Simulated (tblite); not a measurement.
**C₄H₆N₂SeSi: geometry relaxation (part 2 of 2)**

The same run, continued: C₄H₆N₂SeSi; GFN2-xTB geometry optimisation, gas phase (tblite 0.8.0). It belongs to a series of runs on one base structure; here: H on C replaced by CN.

Geometry of the input (Å):
```
C  -1.3914  0.2736  -1.2286
Si -0.3880  0.3055  0.3260
Se 0.9025  2.1829  0.5167
C  -1.3987  0.2466  1.8182
N  -2.0553  0.2174  2.7955
C  0.8177  -1.1332  0.2382
C  1.8340  -0.8027  -0.7997
N  2.6197  -0.5279  -1.6032
H  -1.3186  1.2589  -1.7085
H  -1.0033  -0.4938  -1.9033
H  -2.4245  -0.0276  -0.9664
H  2.1229  1.8289  1.3926
H  1.3330  -1.2629  1.2250
H  0.3492  -2.0661  -0.1246
```

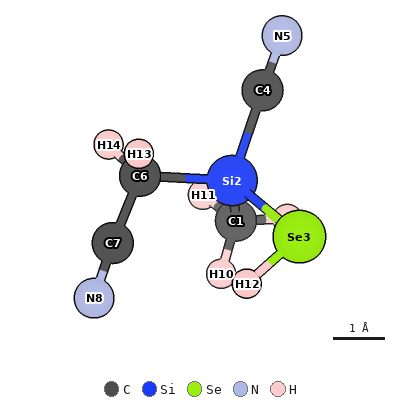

Figure 1. The geometry at step 115 of the log (ball-and-stick view, seen at a tilt; atoms are numbered from 1 in the order of the input).

### Trajectory as extended XYZ, continued
```
14
Properties=species:S:1:pos:R:3:forces:R:3 step=58 energy=-606.46079
C    -1.4232    0.4047   -1.2551   -0.0030   0.0090  -0.0100
Si   -0.3076    0.3824    0.2809   -0.0500   0.0010   0.0100
Se    0.8263    2.3738    0.4391    0.0090  -0.0010   0.0210
C    -1.3532    0.0801    1.8132    0.0190   0.0150  -0.0040
N    -1.9793   -0.1162    2.7508   -0.0200   0.0100   0.0180
C     0.9012   -1.1172    0.3230    0.0080  -0.0230  -0.0090
C     1.8935   -0.9900   -0.6978    0.0110  -0.0430   0.0210
N     2.6720   -0.8649   -1.5258    0.0090   0.0240  -0.0140
H    -1.5330    1.4211   -1.6251   -0.0060  -0.0030   0.0000
H    -0.9947   -0.1943   -2.0546   -0.0160   0.0180   0.0010
H    -2.4166    0.0222   -1.0359    0.0360  -0.0150  -0.0110
H     1.9760    1.8308    1.1101   -0.0060   0.0020  -0.0130
H     1.3905   -1.1911    1.2956    0.0310   0.0250  -0.0010
H     0.3474   -2.0420    0.1594   -0.0210  -0.0190  -0.0100
14
Properties=species:S:1:pos:R:3:forces:R:3 step=69 energy=-606.46958
C    -1.3932    0.4083   -1.2460   -0.0540  -0.0020  -0.0800
Si   -0.3175    0.3896    0.3176   -0.0060   0.0530  -0.0730
Se    0.8168    2.3824    0.4915    0.0180  -0.0170   0.0360
C    -1.3869    0.0975    1.8348   -0.0160  -0.0270   0.0150
N    -2.0429   -0.0974    2.7526    0.0300   0.0300  -0.0280
C     0.8928   -1.1095    0.3364   -0.0300  -0.0190   0.0190
C     1.8556   -1.0172   -0.7164    0.0630   0.0250   0.0340
N     2.6284   -0.9131   -1.5537   -0.0740   0.0040   0.0210
H    -1.6652    1.4271   -1.5166    0.0060  -0.0440   0.0460
H    -0.8481   -0.0179   -2.0864   -0.0180   0.0230   0.0290
H    -2.3127   -0.1590   -1.1185    0.0580   0.0200   0.0060
H     2.0390    1.8043    0.9806   -0.0080   0.0070  -0.0150
H     1.4145   -1.1684    1.2935    0.0240  -0.0010  -0.0110
H     0.3189   -2.0271    0.2085    0.0060  -0.0520   0.0000
14
Properties=species:S:1:pos:R:3:forces:R:3 step=81 energy=-606.48639
C    -1.3575    0.4094   -1.2584    0.0410   0.0270  -0.0540
Si   -0.3184    0.3822    0.3309   -0.0240  -0.0290  -0.0250
Se    0.8173    2.3591    0.6532    0.0430  -0.0290  -0.0010
C    -1.4247    0.1242    1.8230    0.0010   0.0270  -0.0240
N    -2.0987    0.0105    2.7402   -0.0400  -0.0310   0.0490
C     0.8801   -1.1285    0.3799    0.0250   0.0090  -0.0260
C     1.7979   -1.0402   -0.7111    0.0430   0.0240  -0.0310
N     2.5145   -0.9198   -1.5946   -0.0110  -0.0100   0.0150
H    -1.8747    1.3623   -1.3617    0.0080  -0.0910   0.0120
H    -0.7195    0.2825   -2.1332   -0.0370   0.0180   0.0710
H    -2.0986   -0.3864   -1.2658    0.0060   0.0560  -0.0010
H     2.1165    1.7514    0.7695   -0.0220   0.0070  -0.0300
H     1.4448   -1.1460    1.3144   -0.0390  -0.0240   0.0000
H     0.3202   -2.0612    0.2915    0.0060   0.0460   0.0450
14
Properties=species:S:1:pos:R:3:forces:R:3 step=92 energy=-606.49569
C    -1.3375    0.4299   -1.2540   -0.0050   0.0210  -0.0520
Si   -0.3253    0.3993    0.3497    0.0030   0.0290   0.0500
Se    0.8612    2.3432    0.7101    0.0580  -0.0640  -0.0030
C    -1.4560    0.1291    1.8227    0.0190  -0.0340  -0.0550
N    -2.1473   -0.0572    2.7148   -0.0270   0.0220   0.0410
C     0.8727   -1.1081    0.4167    0.0190  -0.0280   0.0040
C     1.7708   -1.0622   -0.6931    0.0080  -0.0090   0.0240
N     2.4740   -0.9822   -1.5918    0.0040   0.0140  -0.0060
H    -1.9979    1.2938   -1.2726    0.0060  -0.0280  -0.0150
H    -0.6758    0.4970   -2.1157   -0.0150   0.0060   0.0210
H    -1.9467   -0.4632   -1.3704    0.0090   0.0310   0.0280
H     2.1520    1.7216    0.5408   -0.0700   0.0410  -0.0220
H     1.4496   -1.1036    1.3435    0.0010   0.0120  -0.0020
H     0.3055   -2.0379    0.3772   -0.0080  -0.0140  -0.0120
14
Properties=species:S:1:pos:R:3:forces:R:3 step=104 energy=-606.50109
C    -1.3184    0.4459   -1.2496    0.0130  -0.0120   0.0110
Si   -0.3327    0.3928    0.3729    0.0070  -0.0030   0.0140
Se    0.9193    2.2767    0.8096   -0.0270   0.0120  -0.0010
C    -1.4915    0.1308    1.8224    0.0230   0.0150  -0.0230
N    -2.2008   -0.0192    2.7071   -0.0260  -0.0050   0.0260
C     0.8696   -1.1139    0.4418    0.0080  -0.0180  -0.0040
C     1.7540   -1.0662   -0.6788    0.0000   0.0000   0.0120
N     2.4435   -0.9737   -1.5873   -0.0040   0.0050   0.0120
H    -2.0851    1.2146   -1.2227    0.0030   0.0260   0.0150
H    -0.6579    0.6615   -2.0854    0.0150   0.0000  -0.0160
H    -1.8067   -0.5042   -1.4462   -0.0140  -0.0100  -0.0040
H     2.1319    1.6871    0.3104    0.0090   0.0240  -0.0270
H     1.4593   -1.0813    1.3603   -0.0040  -0.0220  -0.0020
H     0.3147   -2.0514    0.4235   -0.0030  -0.0130  -0.0120
14
Properties=species:S:1:pos:R:3:forces:R:3 step=115 energy=-606.51073
C    -1.2899    0.4518   -1.2201   -0.0110   0.0280   0.0080
Si   -0.3147    0.3600    0.4062    0.0060   0.0000   0.0050
Se    0.8970    2.2763    0.8144    0.0240  -0.0150   0.0270
C    -1.5015    0.1226    1.8366   -0.0260   0.0030   0.0690
N    -2.2410   -0.0043    2.7010    0.0600   0.0030  -0.0650
C     0.8672   -1.1668    0.4507    0.0060   0.0040  -0.0180
C     1.7723   -1.0739   -0.6509    0.0050   0.0120   0.0030
N     2.4723   -0.9366   -1.5457   -0.0060  -0.0030   0.0260
H    -2.0106    1.2641   -1.1927   -0.0260   0.0170   0.0220
H    -0.6155    0.6453   -2.0505    0.0050  -0.0650  -0.0280
H    -1.8325   -0.4678   -1.4193    0.0200   0.0000  -0.0330
H     2.0564    1.8156    0.0972   -0.0290   0.0010  -0.0060
H     1.4399   -1.1926    1.3801   -0.0220   0.0100  -0.0110
H     0.2998   -2.0942    0.3707   -0.0040   0.0050   0.0000
14
Properties=species:S:1:pos:R:3:forces:R:3 step=127 energy=-606.51558
C    -1.2807    0.4664   -1.2076   -0.0080  -0.0090  -0.0060
Si   -0.3057    0.3425    0.4171    0.0100   0.0050   0.0090
Se    0.9240    2.2332    0.8749   -0.0070   0.0140   0.0160
C    -1.4906    0.1128    1.8465   -0.0250   0.0060   0.0320
N    -2.2370   -0.0087    2.7049    0.0200  -0.0080  -0.0010
C     0.8615   -1.1954    0.4492   -0.0080   0.0030  -0.0050
C     1.8008   -1.0770   -0.6205    0.0310   0.0000  -0.0150
N     2.5288   -0.9194   -1.4896   -0.0340   0.0000   0.0410
H    -1.9548    1.3192   -1.1862    0.0070  -0.0210  -0.0110
H    -0.5980    0.6013   -2.0433   -0.0190  -0.0190  -0.0170
H    -1.8727   -0.4265   -1.3925    0.0160   0.0340  -0.0090
H     1.9293    1.9123   -0.0995    0.0200  -0.0020  -0.0080
H     1.4031   -1.2445    1.3964   -0.0100  -0.0080  -0.0270
H     0.2913   -2.1168    0.3281    0.0090   0.0050   0.0000
14
Properties=species:S:1:pos:R:3:forces:R:3 step=138 energy=-606.51770
C    -1.2828    0.4540   -1.2118    0.0030  -0.0030   0.0080
Si   -0.3079    0.3525    0.4158    0.0060   0.0030   0.0020
Se    0.9111    2.2454    0.8955   -0.0030  -0.0010  -0.0050
C    -1.4787    0.1178    1.8580    0.0090  -0.0100   0.0000
N    -2.2014   -0.0186    2.7340   -0.0020   0.0010   0.0040
C     0.8487   -1.1939    0.4284   -0.0040   0.0010   0.0000
C     1.8102   -1.0582   -0.6188    0.0000   0.0030   0.0130
N     2.5568   -0.8880   -1.4688    0.0060   0.0100  -0.0070
H    -1.8983    1.3484   -1.2417   -0.0050   0.0110  -0.0020
H    -0.6030    0.4870   -2.0596    0.0050   0.0020  -0.0040
H    -1.9355   -0.4049   -1.3384   -0.0120  -0.0060  -0.0090
H     1.9357    1.9423   -0.0653    0.0050  -0.0100  -0.0040
H     1.3724   -1.2791    1.3821   -0.0050   0.0020   0.0010
H     0.2720   -2.1051    0.2686   -0.0020  -0.0030   0.0050
14
Properties=species:S:1:pos:R:3:forces:R:3 step=150 energy=-606.51832
C    -1.2905    0.4500   -1.2143   -0.0080   0.0080  -0.0010
Si   -0.3153    0.3500    0.4131    0.0020   0.0130  -0.0110
Se    0.9002    2.2489    0.8760    0.0040  -0.0010  -0.0010
C    -1.4679    0.1081    1.8672   -0.0180   0.0070   0.0080
N    -2.1808   -0.0257    2.7518   -0.0010  -0.0070   0.0050
C     0.8444   -1.1922    0.4225    0.0110  -0.0070  -0.0030
C     1.8184   -1.0408   -0.6106   -0.0060   0.0080   0.0020
N     2.5719   -0.8532   -1.4510    0.0060   0.0040   0.0020
H    -1.8709    1.3669   -1.2648   -0.0020   0.0110   0.0030
H    -0.6065    0.4413   -2.0595    0.0000   0.0010  -0.0160
H    -1.9768   -0.3841   -1.3287    0.0030  -0.0130   0.0060
H     1.9467    1.9184   -0.0517    0.0030  -0.0080  -0.0050
H     1.3552   -1.2861    1.3820    0.0040  -0.0050   0.0090
H     0.2712   -2.1022    0.2457    0.0020  -0.0100   0.0010
14
Properties=species:S:1:pos:R:3:forces:R:3 step=161 energy=-606.51884
C    -1.2953    0.4522   -1.2175   -0.0040  -0.0010  -0.0010
Si   -0.3222    0.3506    0.4115    0.0030  -0.0040  -0.0020
Se    0.9117    2.2410    0.8582    0.0020   0.0030   0.0000
C    -1.4708    0.1083    1.8701   -0.0010  -0.0010  -0.0020
N    -2.1741   -0.0364    2.7605   -0.0030   0.0030  -0.0030
C     0.8421   -1.1903    0.4262   -0.0010  -0.0010   0.0000
C     1.8198   -1.0249   -0.6007    0.0170  -0.0010  -0.0200
N     2.5753   -0.8240   -1.4367   -0.0090  -0.0010   0.0210
H    -1.8743    1.3703   -1.2677   -0.0020   0.0000   0.0030
H    -0.6112    0.4434   -2.0633   -0.0040   0.0010   0.0030
H    -1.9817   -0.3820   -1.3324    0.0000  -0.0020   0.0040
H     1.9549    1.8801   -0.0621    0.0040   0.0000   0.0000
H     1.3480   -1.2843    1.3886   -0.0020   0.0020  -0.0010
H     0.2772   -2.1044    0.2431   -0.0020   0.0020  -0.0030
14
Properties=species:S:1:pos:R:3:forces:R:3 step=173 energy=-606.51965
C    -1.3239    0.4459   -1.2084    0.0000   0.0040  -0.0010
Si   -0.3183    0.3521    0.4015   -0.0040  -0.0050   0.0030
Se    0.9282    2.2385    0.8265    0.0020   0.0030  -0.0030
C    -1.4659    0.1145    1.8621    0.0030   0.0010  -0.0020
N    -2.1793   -0.0246    2.7454    0.0040   0.0010   0.0040
C     0.8451   -1.1894    0.4109   -0.0040  -0.0010  -0.0010
C     1.8541   -1.0000   -0.5809    0.0040  -0.0020   0.0000
N     2.6364   -0.7774   -1.3860    0.0000   0.0010   0.0060
H    -1.8862    1.3746   -1.2568   -0.0050  -0.0050  -0.0030
H    -0.6631    0.4118   -2.0715    0.0010   0.0020   0.0010
H    -2.0292   -0.3764   -1.2914    0.0020   0.0020  -0.0010
H     1.9951    1.8351   -0.0481   -0.0020   0.0020   0.0020
H     1.3207   -1.3074    1.3859    0.0050   0.0010   0.0000
H     0.2856   -2.0977    0.1885   -0.0070  -0.0040  -0.0050
```

### Summary

- outcome: converged
- total energy: −606.5196 eV
- hardware: 1 CPU thread, shared host
- wall time: 1.4 s
- peak memory: 0.18 GiB
